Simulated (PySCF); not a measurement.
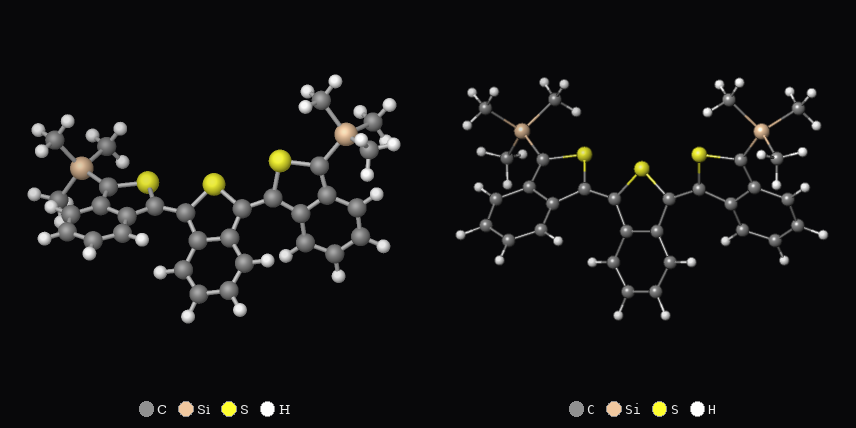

Both panels show the same species.

Computed geometry: GFN2-xTB optimisation. No frequency run is at hand to confirm it as a minimum.

Describe the molecule.

Formula C30H30S3Si2. Its SMILES string is `C[Si](C)(C)c1sc(-c2sc(-c3sc([Si](C)(C)C)c4ccccc34)c3ccccc23)c2ccccc12`. Independent rings (smallest set): 3 of 5 members, 3 of 6 members, 6 of them aromatic.
